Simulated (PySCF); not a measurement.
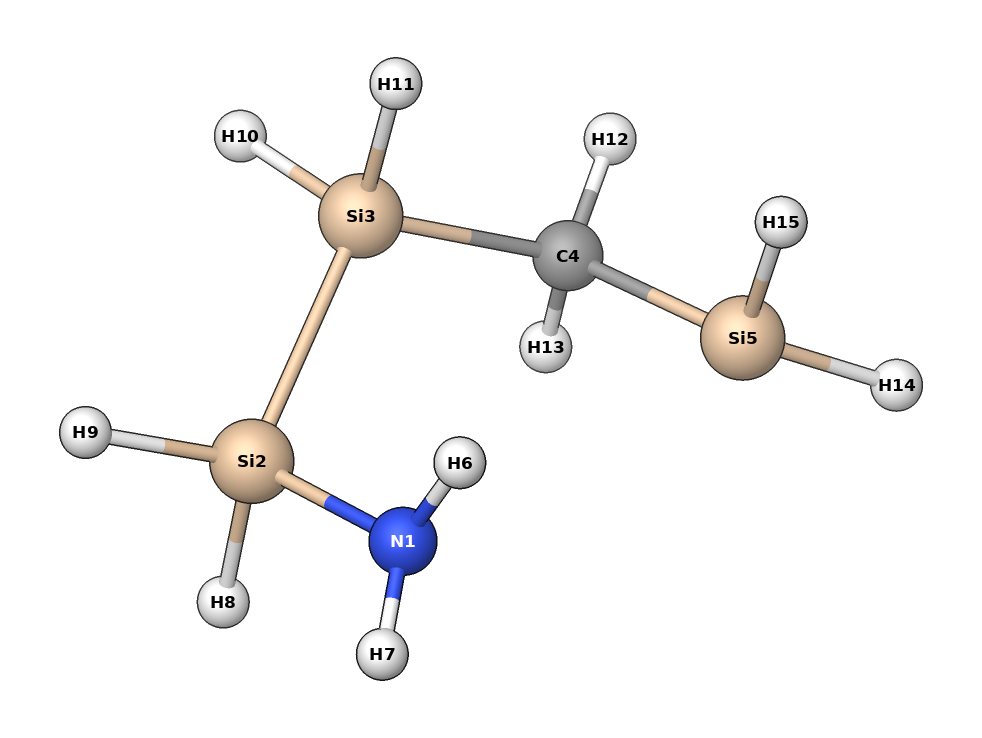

Charge 0, doublet. The computed structure is the end point of a GFN2-xTB optimisation. No frequency run is at hand to confirm it as a minimum. Level of theory: UKS B3LYP, pcH-1 on C H N Si, non-relativistic (PySCF 2.14.0).

Give the isotropic hyperfine couplings (Fermi-contact term alone) of N1, Si2, Si3, C4, Si5, H6, H7, H8, H9, H10, H11, H12, H13, H14, H15.

```json
{"atom": "N1", "isotope": "14N", "a_iso (MHz)": "12.4"}
{"atom": "Si2", "isotope": "29Si", "a_iso (MHz)": "0.7"}
{"atom": "Si3", "isotope": "29Si", "a_iso (MHz)": "−4.1"}
{"atom": "C4", "isotope": "13C", "a_iso (MHz)": "17.9"}
{"atom": "Si5", "isotope": "29Si", "a_iso (MHz)": "−479.5"}
{"atom": "H6", "isotope": "1H", "a_iso (MHz)": "−0.8"}
{"atom": "H7", "isotope": "1H", "a_iso (MHz)": "1.5"}
{"atom": "H8", "isotope": "1H", "a_iso (MHz)": "0.1"}
{"atom": "H9", "isotope": "1H", "a_iso (MHz)": "0.7"}
{"atom": "H10", "isotope": "1H", "a_iso (MHz)": "−1.2"}
{"atom": "H11", "isotope": "1H", "a_iso (MHz)": "−0.2"}
{"atom": "H12", "isotope": "1H", "a_iso (MHz)": "65.0"}
{"atom": "H13", "isotope": "1H", "a_iso (MHz)": "3.1"}
{"atom": "H14", "isotope": "1H", "a_iso (MHz)": "35.4"}
{"atom": "H15", "isotope": "1H", "a_iso (MHz)": "27.3"}
```

The geometry is semi-empirical. Around Si such bond lengths and angles can be off by a tenth of an ångström or more and by several degrees, and values that hang on the shape move with them.
